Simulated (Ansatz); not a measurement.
```xyz
8

C     0.0033    0.7776    0.0233
C    -0.0520   -0.7182   -0.0082
F     0.9255   -1.2434    0.7791
F     0.1682   -1.1721   -1.2719
H     0.9814    1.1119   -0.3254
H    -0.1572    1.1328    1.0418
H    -0.7710    1.1906   -0.6240
H    -1.0061   -1.1364    0.3295
```

Geometry: PBE0-D4/def2-TZVP.

Theory: isolated molecule in a Gaussian basis; Hartree-Fock in Ansatz 0.2.0.

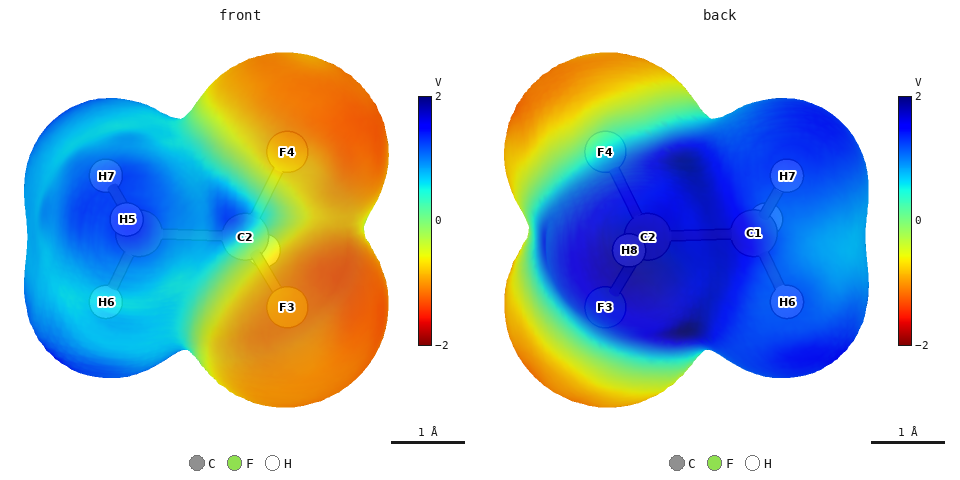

C2H4F2. The molecular electrostatic potential painted on the density surface at 0.004 e/bohr³, seen from the front and from behind; red is negative and blue positive.

**Describe the electrostatic potential map.**

The most negative region (about −1.3 V) lies over F3 and F4, the most positive (about +1.9 V) over C2.
